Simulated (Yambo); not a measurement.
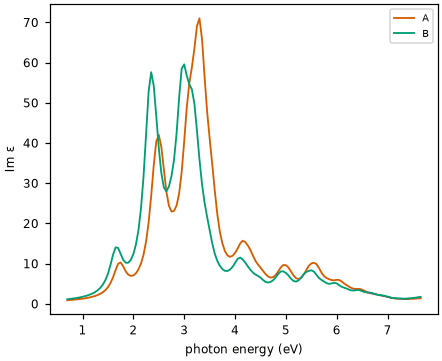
Two computed absorption spectra of Mg$_{2}$Ge (anti-fluorite, space group Fm-3m, No. 225) (Yambo, PBE bands with the same scissor, field along x)

Q: Which curve includes the electron-hole attraction (BSE)?

A: Curve B: the attraction moves weight to lower energy (centre of the plotted range 3.2 eV against 3.5 eV). Settings: 6×6×6 mesh, 3 valence and 10 conduction bands, static screening with 41 bands and a 4 Ry block, scissor 0.64 eV, Tamm-Dancoff. The scissor comes from a G0W0 run whose convergence isn't established. Broadening 0.15 eV. The band window holds all transitions up to 8.9 eV. On this mesh the peak heights and the fine structure are mesh artefacts; only the shift of weight is robust.

Bands and orbitals come from the standard potentials; the scissor and the G0W0 gaps come from a run at the same geometry on the stringent ones, which hold whole semicore shells in the valence.

Spin-orbit coupling is not included.

Geometry relaxed with PBEsol; primitive cell a = b = c = 4.499 Å, α = β = γ = 60.00°.
